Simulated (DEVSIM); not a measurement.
System: Ni/SiO2/p-Si capacitor, at 300 K.

```csv
layer (left to right),material,thickness (nm),Na (cm⁻³)
1,SiO2,22.0,-
2,Si,1200,4.6e16
```

Metal gate on the left, work function 5.1 eV. Fixed charge at the semiconductor interface 2.3e12 cm⁻² (in units of +e); interface traps 1.6e12 cm⁻² eV⁻¹, uniform in energy, neutral level at 0.7 of the gap above the valence band.

This is a model device: material constants are rounded textbook-type values typed into the input, and sizes, dopings and lifetimes were drawn at random. Values at 300 K.

```tsv
parameter	SiO2	Si
gap (eV)	9	1.124
affinity (eV)	0.9	4.05
permittivity	3.9	11.7
Nc (cm⁻³)	-	2.86e19
Nv (cm⁻³)	-	3.1e19
```

Simulated with DEVSIM: 1D Poisson equation in equilibrium, Boltzmann statistics, complete ionisation; no quantum confinement or tunnelling. Metal contacts follow the ideal Schottky-Mott rule: no Fermi-level pinning, no interface dipoles.

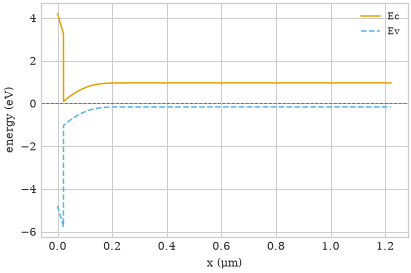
Fig. 1. Band edges at 0.0 V on the gate

Energies count from the Fermi level of the right contact; mesh points crowd at the junctions.

```csv
x (μm),Ec (eV),Ev (eV),n (cm⁻³),p (cm⁻³),field (V/cm)
0.000,4.200,-4.800,< 1e2,< 1e2,-440000
0.001309,4.142,-4.858,< 1e2,< 1e2,-440000
0.003779,4.034,-4.966,< 1e2,< 1e2,-440000
0.008889,3.809,-5.191,< 1e2,< 1e2,-440000
0.01717,3.445,-5.555,< 1e2,< 1e2,-440000
0.02024,3.310,-5.690,< 1e2,< 1e2,-440000
0.02173,3.244,-5.755,< 1e2,< 1e2,-440000
0.02337,0.101,-1.023,5.7e17,210,130000
0.02635,0.137,-0.987,1.5e17,800,110000
0.03284,0.205,-0.919,1.0e16,11000,100000
0.04610,0.334,-0.790,7.1e13,1600000,92000
0.09055,0.673,-0.451,1.4e8,8.2e11,60000
0.1726,0.938,-0.186,5000,2.3e16,8400
0.3514,0.956,-0.168,2500,4.6e16,≈ 0
0.8226,0.956,-0.168,2500,4.6e16,≈ 0
1.033,0.956,-0.168,2500,4.6e16,≈ 0
1.136,0.956,-0.168,2500,4.6e16,≈ 0
1.182,0.956,-0.168,2500,4.6e16,≈ 0
1.209,0.956,-0.168,2500,4.6e16,≈ 0
1.216,0.956,-0.168,2500,4.6e16,≈ 0
1.220,0.956,-0.168,2500,4.6e16,≈ 0
1.222,0.956,-0.168,2500,4.6e16,≈ 0
```
